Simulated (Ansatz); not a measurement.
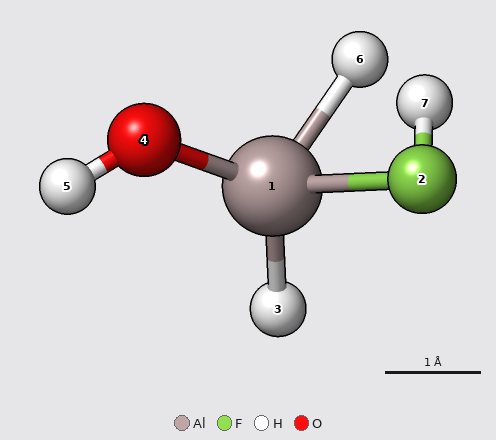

**Figure 1.** The starting structure (ball-and-stick view, seen at a tilt; atoms are numbered from 1 in the order of the input). Sticks mark near contacts.

**Molecular dynamics of AlH4OF (part 1 of 5)**

The run: molecular dynamics of AlH4OF. Method and program: RKS B3LYP-D4/def2-SVP (Ansatz 0.2.0).

It belongs to a series of runs on one base structure; here: dynamics from the highest image of the converged band. Figures and captions count atoms from 1; the log counts them from 0 in places.

The program's output
```
Engine: ansatz 0.2.0, x86_64-unknown-linux-gnu
Functional definition: B3LYP
  parameter a0 = 0.2
  parameter ax = 0.72
  parameter ac = 0.81
  exchange = (1 - a0 - ax)*slater_x + ax*b88_x + a0*exact_x
  correlation = (1 - ac)*vwn_rpa_c + ac*lyp_c
671 factors; integrals over basis functions are off by at most 3.5e-4 eV
mean field evaluation 1: about -11416.0861 eV, gradient 5.9e1 eV
mean field evaluation 2: about -11394.0446 eV, gradient 1.2e2 eV
mean field evaluation 4: about -11421.9266 eV, gradient 8.2e0 eV
mean field evaluation 8: about -11422.0329 eV, gradient 2.1e-2 eV
mean field -11422.03293963 eV, -419.7519683994 hartree, gradient 1.7e-5 eV, S^2 0.000000; 0 other end points of the search recorded, 0 dependent functions left out
the calculation of the forces begins
reference -11422.03316498 eV, -419.7519766810 hartree; 17, 17 occupied and 49, 49 virtual orbitals, 671 factors
md step     0: t =     0.00 fs  T =   300.0 K  F+E_penalty+E_count = -11422.16218291 eV  E_kin = 0.193890 eV  conserved = -11421.96829291 eV  (22 SCF iters)
these checks for a lower state are left out or cut short: starts, cluster_reference, orbital_swaps, neighbouring_geometries, increment
671 factors; integrals over basis functions are off by at most 3.5e-4 eV
mean field evaluation 16: about -11422.0162 eV, gradient 3.7e-3 eV
mean field -11422.02427235 eV, -419.7516498826 hartree, gradient 5.8e-5 eV, S^2 0.000000; 0 other end points of the search recorded, 0 dependent functions left out
the calculation of the forces begins
reference -11422.02449710 eV, -419.7516581422 hartree; 17, 17 occupied and 49, 49 virtual orbitals, 671 factors
md step     1: t =     0.50 fs  T =   286.9 K  F+E_penalty+E_count = -11422.15351138 eV  E_kin = 0.185414 eV  conserved = -11421.96809718 eV  (24 SCF iters, 3 dispersion substeps)
[... from here on the SCF iterations and repeated set-up lines of each step are left out, up to the last step ...]
md step     2: t =     1.00 fs  T =   253.8 K  F+E_penalty+E_count = -11422.13138140 eV  E_kin = 0.164026 eV  conserved = -11421.96735540 eV  (23 SCF iters, 3 dispersion substeps)
md step     3: t =     1.50 fs  T =   218.0 K  F+E_penalty+E_count = -11422.10737475 eV  E_kin = 0.140880 eV  conserved = -11421.96649442 eV  (23 SCF iters, 3 dispersion substeps)
md step     4: t =     2.00 fs  T =   198.6 K  F+E_penalty+E_count = -11422.09450809 eV  E_kin = 0.128344 eV  conserved = -11421.96616434 eV  (25 SCF iters, 3 dispersion substeps)
md step     5: t =     2.50 fs  T =   202.9 K  F+E_penalty+E_count = -11422.09773747 eV  E_kin = 0.131118 eV  conserved = -11421.96661931 eV  (24 SCF iters, 3 dispersion substeps)
md step     6: t =     3.00 fs  T =   221.1 K  F+E_penalty+E_count = -11422.11030859 eV  E_kin = 0.142865 eV  conserved = -11421.96744312 eV  (24 SCF iters, 3 dispersion substeps)
md step     7: t =     3.50 fs  T =   234.7 K  F+E_penalty+E_count = -11422.11970752 eV  E_kin = 0.151701 eV  conserved = -11421.96800609 eV  (24 SCF iters, 3 dispersion substeps)
md step     8: t =     4.00 fs  T =   230.4 K  F+E_penalty+E_count = -11422.11695114 eV  E_kin = 0.148932 eV  conserved = -11421.96801959 eV  (24 SCF iters, 3 dispersion substeps)
md step     9: t =     4.50 fs  T =   206.8 K  F+E_penalty+E_count = -11422.10124813 eV  E_kin = 0.133642 eV  conserved = -11421.96760591 eV  (24 SCF iters, 3 dispersion substeps)
md step    10: t =     5.00 fs  T =   172.5 K  F+E_penalty+E_count = -11422.07854928 eV  E_kin = 0.111500 eV  conserved = -11421.96704918 eV  (25 SCF iters, 3 dispersion substeps)
md step    11: t =     5.50 fs  T =   140.4 K  F+E_penalty+E_count = -11422.05733546 eV  E_kin = 0.090746 eV  conserved = -11421.96658914 eV  (25 SCF iters, 3 dispersion substeps)
md step    12: t =     6.00 fs  T =   121.4 K  F+E_penalty+E_count = -11422.04480207 eV  E_kin = 0.078441 eV  conserved = -11421.96636080 eV  (24 SCF iters, 3 dispersion substeps)
md step    13: t =     6.50 fs  T =   120.9 K  F+E_penalty+E_count = -11422.04457214 eV  E_kin = 0.078159 eV  conserved = -11421.96641331 eV  (25 SCF iters, 3 dispersion substeps)
md step    14: t =     7.00 fs  T =   137.8 K  F+E_penalty+E_count = -11422.05580969 eV  E_kin = 0.089075 eV  conserved = -11421.96673487 eV  (24 SCF iters, 3 dispersion substeps)
md step    15: t =     7.50 fs  T =   164.3 K  F+E_penalty+E_count = -11422.07342049 eV  E_kin = 0.106169 eV  conserved = -11421.96725107 eV  (25 SCF iters, 3 dispersion substeps)
md step    16: t =     8.00 fs  T =   188.1 K  F+E_penalty+E_count = -11422.08935619 eV  E_kin = 0.121556 eV  conserved = -11421.96780067 eV  (25 SCF iters, 3 dispersion substeps)
md step    17: t =     8.50 fs  T =   196.8 K  F+E_penalty+E_count = -11422.09530427 eV  E_kin = 0.127175 eV  conserved = -11421.96812960 eV  (25 SCF iters, 3 dispersion substeps)
md step    18: t =     9.00 fs  T =   183.7 K  F+E_penalty+E_count = -11422.08668354 eV  E_kin = 0.118707 eV  conserved = -11421.96797704 eV  (24 SCF iters, 3 dispersion substeps)
md step    19: t =     9.50 fs  T =   153.4 K  F+E_penalty+E_count = -11422.06643799 eV  E_kin = 0.099140 eV  conserved = -11421.96729763 eV  (25 SCF iters, 3 dispersion substeps)
md step    20: t =    10.00 fs  T =   122.0 K  F+E_penalty+E_count = -11422.04531595 eV  E_kin = 0.078853 eV  conserved = -11421.96646284 eV  (23 SCF iters, 3 dispersion substeps)
md step    21: t =    10.50 fs  T =   108.2 K  F+E_penalty+E_count = -11422.03603400 eV  E_kin = 0.069943 eV  conserved = -11421.96609144 eV  (24 SCF iters, 3 dispersion substeps)
md step    22: t =    11.00 fs  T =   120.2 K  F+E_penalty+E_count = -11422.04417860 eV  E_kin = 0.077699 eV  conserved = -11421.96647977 eV  (24 SCF iters, 3 dispersion substeps)
md step    23: t =    11.50 fs  T =   149.5 K  F+E_penalty+E_count = -11422.06393662 eV  E_kin = 0.096654 eV  conserved = -11421.96728301 eV  (24 SCF iters, 3 dispersion substeps)
md step    24: t =    12.00 fs  T =   178.2 K  F+E_penalty+E_count = -11422.08303823 eV  E_kin = 0.115149 eV  conserved = -11421.96788887 eV  (24 SCF iters, 3 dispersion substeps)
md step    25: t =    12.50 fs  T =   191.6 K  F+E_penalty+E_count = -11422.09178287 eV  E_kin = 0.123815 eV  conserved = -11421.96796764 eV  (24 SCF iters, 3 dispersion substeps)
md step    26: t =    13.00 fs  T =   186.7 K  F+E_penalty+E_count = -11422.08828563 eV  E_kin = 0.120690 eV  conserved = -11421.96759530 eV  (23 SCF iters, 3 dispersion substeps)
md step    27: t =    13.50 fs  T =   171.3 K  F+E_penalty+E_count = -11422.07773755 eV  E_kin = 0.110701 eV  conserved = -11421.96703669 eV  (24 SCF iters, 3 dispersion substeps)
md step    28: t =    14.00 fs  T =   157.8 K  F+E_penalty+E_count = -11422.06853079 eV  E_kin = 0.101995 eV  conserved = -11421.96653538 eV  (23 SCF iters, 3 dispersion substeps)
md step    29: t =    14.50 fs  T =   158.1 K  F+E_penalty+E_count = -11422.06841635 eV  E_kin = 0.102175 eV  conserved = -11421.96624115 eV  (23 SCF iters, 3 dispersion substeps)
md step    30: t =    15.00 fs  T =   179.1 K  F+E_penalty+E_count = -11422.08200489 eV  E_kin = 0.115784 eV  conserved = -11421.96622059 eV  (24 SCF iters, 3 dispersion substeps)
md step    31: t =    15.50 fs  T =   221.4 K  F+E_penalty+E_count = -11422.10960042 eV  E_kin = 0.143116 eV  conserved = -11421.96648397 eV  (24 SCF iters, 3 dispersion substeps)
md step    32: t =    16.00 fs  T =   278.6 K  F+E_penalty+E_count = -11422.14706005 eV  E_kin = 0.180074 eV  conserved = -11421.96698582 eV  (23 SCF iters, 3 dispersion substeps)
md step    33: t =    16.50 fs  T =   339.0 K  F+E_penalty+E_count = -11422.18667541 eV  E_kin = 0.219075 eV  conserved = -11421.96760065 eV  (23 SCF iters, 3 dispersion substeps)
md step    34: t =    17.00 fs  T =   388.8 K  F+E_penalty+E_count = -11422.21938093 eV  E_kin = 0.251275 eV  conserved = -11421.96810574 eV  (23 SCF iters, 3 dispersion substeps)
md step    35: t =    17.50 fs  T =   418.0 K  F+E_penalty+E_count = -11422.23835877 eV  E_kin = 0.270125 eV  conserved = -11421.96823421 eV  (24 SCF iters, 3 dispersion substeps)
md step    36: t =    18.00 fs  T =   425.7 K  F+E_penalty+E_count = -11422.24297952 eV  E_kin = 0.275123 eV  conserved = -11421.96785646 eV  (24 SCF iters, 3 dispersion substeps)
md step    37: t =    18.50 fs  T =   422.8 K  F+E_penalty+E_count = -11422.24042539 eV  E_kin = 0.273238 eV  conserved = -11421.96718726 eV  (24 SCF iters, 3 dispersion substeps)
md step    38: t =    19.00 fs  T =   426.3 K  F+E_penalty+E_count = -11422.24223066 eV  E_kin = 0.275529 eV  conserved = -11421.96670160 eV  (23 SCF iters, 3 dispersion substeps)
md step    39: t =    19.50 fs  T =   449.5 K  F+E_penalty+E_count = -11422.25717482 eV  E_kin = 0.290504 eV  conserved = -11421.96667126 eV  (24 SCF iters, 3 dispersion substeps)
md step    40: t =    20.00 fs  T =   495.4 K  F+E_penalty+E_count = -11422.28707885 eV  E_kin = 0.320172 eV  conserved = -11421.96690716 eV  (27 SCF iters, 3 dispersion substeps)
md step    41: t =    20.50 fs  T =   559.9 K  F+E_penalty+E_count = -11422.32903492 eV  E_kin = 0.361895 eV  conserved = -11421.96713953 eV  (27 SCF iters, 3 dispersion substeps)
md step    42: t =    21.00 fs  T =   637.1 K  F+E_penalty+E_count = -11422.37915168 eV  E_kin = 0.411765 eV  conserved = -11421.96738663 eV  (27 SCF iters, 3 dispersion substeps)
md step    43: t =    21.50 fs  T =   719.7 K  F+E_penalty+E_count = -11422.43286824 eV  E_kin = 0.465149 eV  conserved = -11421.96771897 eV  (26 SCF iters, 3 dispersion substeps)
md step    44: t =    22.00 fs  T =   799.2 K  F+E_penalty+E_count = -11422.48451657 eV  E_kin = 0.516541 eV  conserved = -11421.96797576 eV  (27 SCF iters, 3 dispersion substeps)
md step    45: t =    22.50 fs  T =   869.2 K  F+E_penalty+E_count = -11422.52972101 eV  E_kin = 0.561776 eV  conserved = -11421.96794540 eV  (27 SCF iters, 3 dispersion substeps)
md step    46: t =    23.00 fs  T =   929.6 K  F+E_penalty+E_count = -11422.56841612 eV  E_kin = 0.600787 eV  conserved = -11421.96762911 eV  (27 SCF iters, 3 dispersion substeps)
md step    47: t =    23.50 fs  T =   986.7 K  F+E_penalty+E_count = -11422.60491031 eV  E_kin = 0.637688 eV  conserved = -11421.96722260 eV  (27 SCF iters, 3 dispersion substeps)
md step    48: t =    24.00 fs  T =  1049.2 K  F+E_penalty+E_count = -11422.64506229 eV  E_kin = 0.678110 eV  conserved = -11421.96695186 eV  (27 SCF iters, 3 dispersion substeps)
md step    49: t =    24.50 fs  T =  1123.2 K  F+E_penalty+E_count = -11422.69286419 eV  E_kin = 0.725910 eV  conserved = -11421.96695371 eV  (27 SCF iters, 3 dispersion substeps)
md step    50: t =    25.00 fs  T =  1208.4 K  F+E_penalty+E_count = -11422.74823567 eV  E_kin = 0.781015 eV  conserved = -11421.96722026 eV  (27 SCF iters, 3 dispersion substeps)
md step    51: t =    25.50 fs  T =  1298.9 K  F+E_penalty+E_count = -11422.80709358 eV  E_kin = 0.839508 eV  conserved = -11421.96758590 eV  (27 SCF iters, 3 dispersion substeps)
md step    52: t =    26.00 fs  T =  1386.9 K  F+E_penalty+E_count = -11422.86415864 eV  E_kin = 0.896341 eV  conserved = -11421.96781797 eV  (27 SCF iters, 3 dispersion substeps)
md step    53: t =    26.50 fs  T =  1468.1 K  F+E_penalty+E_count = -11422.91667798 eV  E_kin = 0.948848 eV  conserved = -11421.96783047 eV  (27 SCF iters, 3 dispersion substeps)
md step    54: t =    27.00 fs  T =  1543.4 K  F+E_penalty+E_count = -11422.96532361 eV  E_kin = 0.997489 eV  conserved = -11421.96783507 eV  (27 SCF iters, 3 dispersion substeps)
md step    55: t =    27.50 fs  T =  1613.4 K  F+E_penalty+E_count = -11423.01084053 eV  E_kin = 1.042717 eV  conserved = -11421.96812314 eV  (26 SCF iters, 3 dispersion substeps)
md step    56: t =    28.00 fs  T =  1674.0 K  F+E_penalty+E_count = -11423.05039286 eV  E_kin = 1.081889 eV  conserved = -11421.96850342 eV  (27 SCF iters, 3 dispersion substeps)
md step    57: t =    28.50 fs  T =  1721.2 K  F+E_penalty+E_count = -11423.08067296 eV  E_kin = 1.112397 eV  conserved = -11421.96827640 eV  (23 SCF iters, 3 dispersion substeps)
md step    58: t =    29.00 fs  T =  1763.0 K  F+E_penalty+E_count = -11423.10684430 eV  E_kin = 1.139435 eV  conserved = -11421.96740885 eV  (26 SCF iters, 3 dispersion substeps)
md step    59: t =    29.50 fs  T =  1817.2 K  F+E_penalty+E_count = -11423.14160624 eV  E_kin = 1.174484 eV  conserved = -11421.96712175 eV  (27 SCF iters, 3 dispersion substeps)
md step    60: t =    30.00 fs  T =  1888.0 K  F+E_penalty+E_count = -11423.18833761 eV  E_kin = 1.220240 eV  conserved = -11421.96809793 eV  (26 SCF iters, 3 dispersion substeps)
md step    61: t =    30.50 fs  T =  1954.2 K  F+E_penalty+E_count = -11423.23228257 eV  E_kin = 1.263019 eV  conserved = -11421.96926330 eV  (26 SCF iters, 3 dispersion substeps)
md step    62: t =    31.00 fs  T =  1989.7 K  F+E_penalty+E_count = -11423.25538447 eV  E_kin = 1.285949 eV  conserved = -11421.96943507 eV  (27 SCF iters, 3 dispersion substeps)
md step    63: t =    31.50 fs  T =  1988.2 K  F+E_penalty+E_count = -11423.25364327 eV  E_kin = 1.284987 eV  conserved = -11421.96865651 eV  (27 SCF iters, 3 dispersion substeps)
md step    64: t =    32.00 fs  T =  1965.3 K  F+E_penalty+E_count = -11423.23783245 eV  E_kin = 1.270167 eV  conserved = -11421.96766558 eV  (27 SCF iters, 3 dispersion substeps)
md step    65: t =    32.50 fs  T =  1943.1 K  F+E_penalty+E_count = -11423.22291543 eV  E_kin = 1.255812 eV  conserved = -11421.96710358 eV  (27 SCF iters, 3 dispersion substeps)
md step    66: t =    33.00 fs  T =  1934.2 K  F+E_penalty+E_count = -11423.21724748 eV  E_kin = 1.250091 eV  conserved = -11421.96715680 eV  (27 SCF iters, 3 dispersion substeps)
md step    67: t =    33.50 fs  T =  1936.5 K  F+E_penalty+E_count = -11423.21916254 eV  E_kin = 1.251529 eV  conserved = -11421.96763333 eV  (26 SCF iters, 3 dispersion substeps)
md step    68: t =    34.00 fs  T =  1938.7 K  F+E_penalty+E_count = -11423.22122340 eV  E_kin = 1.252976 eV  conserved = -11421.96824787 eV  (24 SCF iters, 3 dispersion substeps)
md step    69: t =    34.50 fs  T =  1928.7 K  F+E_penalty+E_count = -11423.21526277 eV  E_kin = 1.246517 eV  conserved = -11421.96874579 eV  (24 SCF iters, 3 dispersion substeps)
md step    70: t =    35.00 fs  T =  1897.2 K  F+E_penalty+E_count = -11423.19513853 eV  E_kin = 1.226139 eV  conserved = -11421.96900002 eV  (23 SCF iters, 3 dispersion substeps)
md step    71: t =    35.50 fs  T =  1839.2 K  F+E_penalty+E_count = -11423.15761694 eV  E_kin = 1.188677 eV  conserved = -11421.96893995 eV  (23 SCF iters, 3 dispersion substeps)
md step    72: t =    36.00 fs  T =  1757.5 K  F+E_penalty+E_count = -11423.10439333 eV  E_kin = 1.135901 eV  conserved = -11421.96849204 eV  (23 SCF iters, 3 dispersion substeps)
md step    73: t =    36.50 fs  T =  1665.6 K  F+E_penalty+E_count = -11423.04399703 eV  E_kin = 1.076464 eV  conserved = -11421.96753322 eV  (23 SCF iters, 3 dispersion substeps)
md step    74: t =    37.00 fs  T =  1587.3 K  F+E_penalty+E_count = -11422.99238778 eV  E_kin = 1.025898 eV  conserved = -11421.96648988 eV  (23 SCF iters, 3 dispersion substeps)
md step    75: t =    37.50 fs  T =  1544.9 K  F+E_penalty+E_count = -11422.96505046 eV  E_kin = 0.998484 eV  conserved = -11421.96656656 eV  (24 SCF iters, 3 dispersion substeps)
md step    76: t =    38.00 fs  T =  1535.2 K  F+E_penalty+E_count = -11422.96020642 eV  E_kin = 0.992209 eV  conserved = -11421.96799710 eV  (23 SCF iters, 3 dispersion substeps)
md step    77: t =    38.50 fs  T =  1527.5 K  F+E_penalty+E_count = -11422.95645799 eV  E_kin = 0.987193 eV  conserved = -11421.96926478 eV  (27 SCF iters, 3 dispersion substeps)
md step    78: t =    39.00 fs  T =  1493.0 K  F+E_penalty+E_count = -11422.93408881 eV  E_kin = 0.964924 eV  conserved = -11421.96916470 eV  (27 SCF iters, 3 dispersion substeps)
md step    79: t =    39.50 fs  T =  1431.4 K  F+E_penalty+E_count = -11422.89311899 eV  E_kin = 0.925141 eV  conserved = -11421.96797844 eV  (27 SCF iters, 3 dispersion substeps)
md step    80: t =    40.00 fs  T =  1367.8 K  F+E_penalty+E_count = -11422.85066608 eV  E_kin = 0.884029 eV  conserved = -11421.96663738 eV  (27 SCF iters, 3 dispersion substeps)
md step    81: t =    40.50 fs  T =  1332.8 K  F+E_penalty+E_count = -11422.82720377 eV  E_kin = 0.861359 eV  conserved = -11421.96584517 eV  (27 SCF iters, 3 dispersion substeps)
md step    82: t =    41.00 fs  T =  1344.2 K  F+E_penalty+E_count = -11422.83457484 eV  E_kin = 0.868773 eV  conserved = -11421.96580174 eV  (27 SCF iters, 3 dispersion substeps)
md step    83: t =    41.50 fs  T =  1402.2 K  F+E_penalty+E_count = -11422.87260273 eV  E_kin = 0.906214 eV  conserved = -11421.96638883 eV  (27 SCF iters, 3 dispersion substeps)
md step    84: t =    42.00 fs  T =  1492.5 K  F+E_penalty+E_count = -11422.93200402 eV  E_kin = 0.964595 eV  conserved = -11421.96740893 eV  (27 SCF iters, 3 dispersion substeps)
md step    85: t =    42.50 fs  T =  1592.4 K  F+E_penalty+E_count = -11422.99776986 eV  E_kin = 1.029181 eV  conserved = -11421.96858850 eV  (27 SCF iters, 3 dispersion substeps)
md step    86: t =    43.00 fs  T =  1675.7 K  F+E_penalty+E_count = -11423.05247905 eV  E_kin = 1.082982 eV  conserved = -11421.96949752 eV  (26 SCF iters, 3 dispersion substeps)
md step    87: t =    43.50 fs  T =  1722.2 K  F+E_penalty+E_count = -11423.08265407 eV  E_kin = 1.113077 eV  conserved = -11421.96957726 eV  (27 SCF iters, 3 dispersion substeps)
md step    88: t =    44.00 fs  T =  1732.1 K  F+E_penalty+E_count = -11423.08801669 eV  E_kin = 1.119474 eV  conserved = -11421.96854290 eV  (26 SCF iters, 3 dispersion substeps)
md step    89: t =    44.50 fs  T =  1730.9 K  F+E_penalty+E_count = -11423.08554039 eV  E_kin = 1.118707 eV  conserved = -11421.96683359 eV  (26 SCF iters, 3 dispersion substeps)
md step    90: t =    45.00 fs  T =  1757.1 K  F+E_penalty+E_count = -11423.10146627 eV  E_kin = 1.135611 eV  conserved = -11421.96585511 eV  (27 SCF iters, 3 dispersion substeps)
md step    91: t =    45.50 fs  T =  1830.4 K  F+E_penalty+E_count = -11423.14986315 eV  E_kin = 1.182957 eV  conserved = -11421.96690640 eV  (27 SCF iters, 3 dispersion substeps)
md step    92: t =    46.00 fs  T =  1927.2 K  F+E_penalty+E_count = -11423.21475621 eV  E_kin = 1.245534 eV  conserved = -11421.96922229 eV  (27 SCF iters, 3 dispersion substeps)
md step    93: t =    46.50 fs  T =  1997.1 K  F+E_penalty+E_count = -11423.26136984 eV  E_kin = 1.290700 eV  conserved = -11421.97067032 eV  (27 SCF iters, 3 dispersion substeps)
md step    94: t =    47.00 fs  T =  2005.6 K  F+E_penalty+E_count = -11423.26656188 eV  E_kin = 1.296243 eV  conserved = -11421.97031854 eV  (24 SCF iters, 3 dispersion substeps)
md step    95: t =    47.50 fs  T =  1957.3 K  F+E_penalty+E_count = -11423.23381930 eV  E_kin = 1.264982 eV  conserved = -11421.96883731 eV  (27 SCF iters, 3 dispersion substeps)
md step    96: t =    48.00 fs  T =  1884.0 K  F+E_penalty+E_count = -11423.18488091 eV  E_kin = 1.217600 eV  conserved = -11421.96728060 eV  (27 SCF iters, 3 dispersion substeps)
md step    97: t =    48.50 fs  T =  1821.6 K  F+E_penalty+E_count = -11423.14362573 eV  E_kin = 1.177312 eV  conserved = -11421.96631407 eV  (27 SCF iters, 3 dispersion substeps)
md step    98: t =    49.00 fs  T =  1792.6 K  F+E_penalty+E_count = -11423.12466389 eV  E_kin = 1.158553 eV  conserved = -11421.96611097 eV  (27 SCF iters, 3 dispersion substeps)
md step    99: t =    49.50 fs  T =  1801.0 K  F+E_penalty+E_count = -11423.13059598 eV  E_kin = 1.163971 eV  conserved = -11421.96662482 eV  (27 SCF iters, 3 dispersion substeps)
md step   100: t =    50.00 fs  T =  1834.6 K  F+E_penalty+E_count = -11423.15341174 eV  E_kin = 1.185679 eV  conserved = -11421.96773265 eV  (27 SCF iters, 3 dispersion substeps)
md step   101: t =    50.50 fs  T =  1867.8 K  F+E_penalty+E_count = -11423.17629245 eV  E_kin = 1.207138 eV  conserved = -11421.96915435 eV  (27 SCF iters, 3 dispersion substeps)
md step   102: t =    51.00 fs  T =  1868.1 K  F+E_penalty+E_count = -11423.17759067 eV  E_kin = 1.207351 eV  conserved = -11421.97023968 eV  (27 SCF iters, 3 dispersion substeps)
md step   103: t =    51.50 fs  T =  1812.4 K  F+E_penalty+E_count = -11423.14144360 eV  E_kin = 1.171359 eV  conserved = -11421.97008466 eV  (27 SCF iters, 3 dispersion substeps)
md step   104: t =    52.00 fs  T =  1707.6 K  F+E_penalty+E_count = -11423.07184364 eV  E_kin = 1.103610 eV  conserved = -11421.96823359 eV  (27 SCF iters, 3 dispersion substeps)
md step   105: t =    52.50 fs  T =  1597.4 K  F+E_penalty+E_count = -11422.99810641 eV  E_kin = 1.032426 eV  conserved = -11421.96568081 eV  (27 SCF iters, 3 dispersion substeps)
md step   106: t =    53.00 fs  T =  1537.5 K  F+E_penalty+E_count = -11422.95844267 eV  E_kin = 0.993689 eV  conserved = -11421.96475331 eV  (27 SCF iters, 3 dispersion substeps)
md step   107: t =    53.50 fs  T =  1546.8 K  F+E_penalty+E_count = -11422.96627599 eV  E_kin = 0.999715 eV  conserved = -11421.96656110 eV  (27 SCF iters, 3 dispersion substeps)
md step   108: t =    54.00 fs  T =  1587.3 K  F+E_penalty+E_count = -11422.99514986 eV  E_kin = 1.025882 eV  conserved = -11421.96926811 eV  (27 SCF iters, 3 dispersion substeps)
md step   109: t =    54.50 fs  T =  1599.7 K  F+E_penalty+E_count = -11423.00436157 eV  E_kin = 1.033869 eV  conserved = -11421.97049291 eV  (27 SCF iters, 3 dispersion substeps)
md step   110: t =    55.00 fs  T =  1553.2 K  F+E_penalty+E_count = -11422.97365604 eV  E_kin = 1.003863 eV  conserved = -11421.96979329 eV  (27 SCF iters, 3 dispersion substeps)
```
